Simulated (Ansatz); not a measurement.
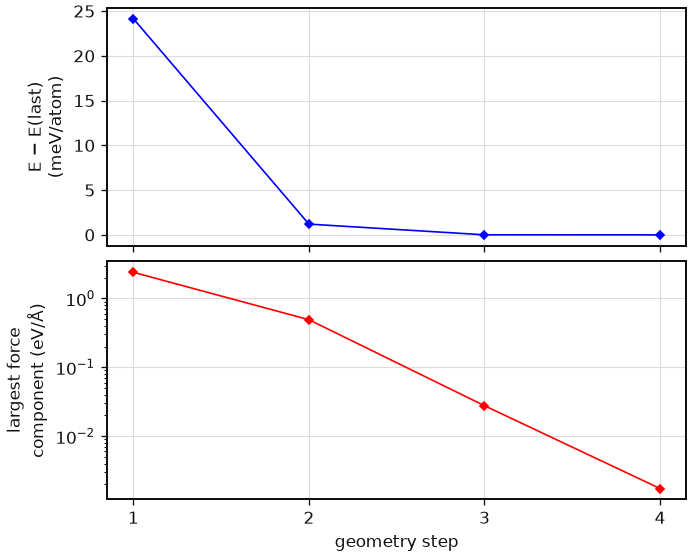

History of a geometry optimisation. Only the atoms move.

H$_{2}$O (3 atoms in the cell); DFT PBE+D3(BJ), scalar-relativistic, plane waves, PAW (Ansatz 0.2.0); cutoff 420 eV, 1×1×1 k-mesh, Gaussian smearing of 0.005 eV.

How did the optimisation end?

Answer. The optimisation met its thresholds at geometry 4, counting the start as the first. The energy fell by about 24 meV/atom from the first step to the last. The largest force component goes from about 2.4 eV/Å at the start to 1.7 × 10⁻³ eV/Å at the end.
